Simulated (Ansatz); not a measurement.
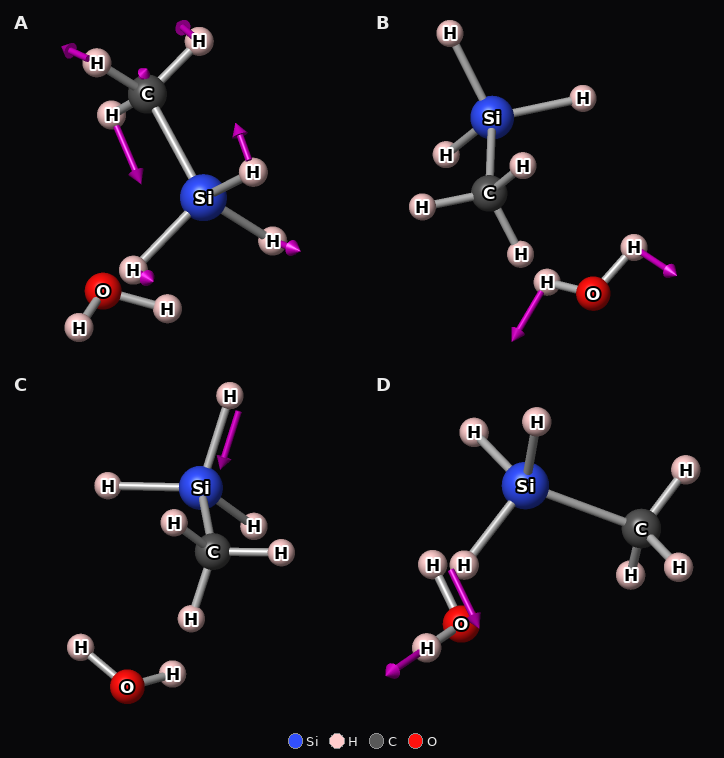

4 normal modes of one molecule or complex, as arrows. Harmonic vibrations computed with RKS PBE0-D4/def2-TZVP (Ansatz 0.2.0) at a stationary point of the same level.

### Match the panels to the wavenumbers 885 cm⁻¹, 1627 cm⁻¹, 2215 cm⁻¹, 3947 cm⁻¹.

A: 885 cm⁻¹, H–C–Si bending
B: 1627 cm⁻¹, H–O–H bending
C: 2215 cm⁻¹, Si–H stretching
D: 3947 cm⁻¹, out-of-phase stretching of 2 O–H bonds
